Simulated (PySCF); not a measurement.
```xyz
9

C    -1.290    0.216    0.199
C     0.122   -0.276    0.230
N     0.429   -1.463   -0.108
C     1.126    0.685    0.669
N     1.944    1.429    1.015
H    -1.942   -0.596   -0.145
H    -1.382    1.081   -0.477
H    -1.604    0.550    1.200
H     1.437   -1.623   -0.025
```

### Where will the first 4 clear peaks of this molecule's radial distribution curve from gas electron diffraction lie, and which pairs make them?

Peak 1, 1.19 Å: C–H 1.10 Å (×3), N–C 1.16–1.27 Å (×2), not resolved
Peak 2, 1.47 Å: C–C 1.46–1.50 Å (×2)
Peak 3, 2.46 Å: N···C 2.39–2.62 Å (×3), C···C 2.51 Å, not resolved; in its flanks C···H 1.90–2.79 Å
Peak 4, 3.49 Å: N···H 3.26–3.66 Å (×3), C···H 3.30–3.42 Å (×2), N···N 3.45 Å, N···C 3.55 Å, not resolved; in its flanks N···H 3.14–3.15 Å

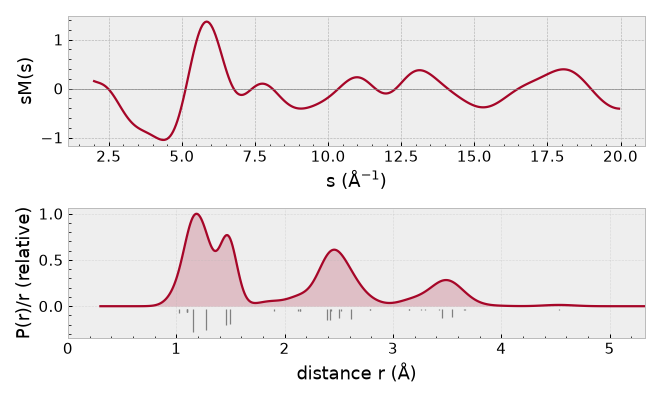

Simulated gas electron diffraction: reduced molecular intensity sM(s) from the Debye equation in the first Born approximation (top) and the radial distribution curve (bottom) of C3H4N2. Each pair of atoms contributes with weight ZᵢZⱼ/r (bars below the curve); damping constant 0.002 Å²; vibrational amplitudes assumed, not computed: 0.05 Å for bonds, 0.078 Å for bonds to H, 0.06 + 0.015 r up to 0.15 Å for other pairs. The geometry is the end point of an optimisation (PySCF, PBE0-D3(BJ)/def2-SVP geometry optimisation, gas phase); it may be a saddle point or a higher isomer.
